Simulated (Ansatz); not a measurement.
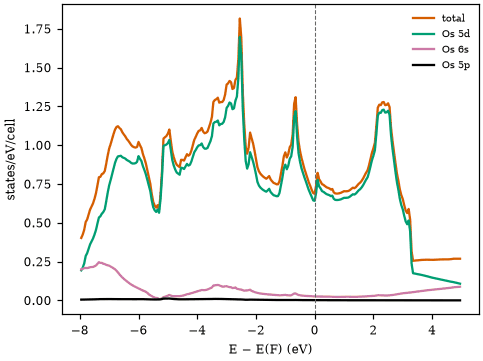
Total and projected density of states of Os (fcc (Cu type), space group No. 225), the program Ansatz at the r²SCAN level (PAW)

### Question
Which orbitals carry the states next to the Fermi level?

### Answer
Within 0.5 eV of the Fermi level: Os 5d 94 %. Projections are on Löwdin-orthogonalised atomic valence shells; empty p or d shells of many metals are not among them.

### Question
Where is the tallest occupied peak in this window, and what makes it?

### Answer
Near -2.5 eV, about 1.8 states/eV per cell; the largest projected share is Os 5d.

Space group Fm-3m (fcc (Cu type)). The cell is a constructed one: a structure type filled with these elements; the Crystallography Open Database files this formula in space group No. 225, but the cells were not matched. It is not the phase usual at ambient conditions (space group No. 194). The cell was relaxed with r²SCAN under the symmetry of its start; its stability against distortions is not shown here. No spin polarisation was allowed. Scalar-relativistic: spin–orbit coupling is off unless named, which matters more the heavier the elements.

Potentials: the later of the program's two PAW sets.
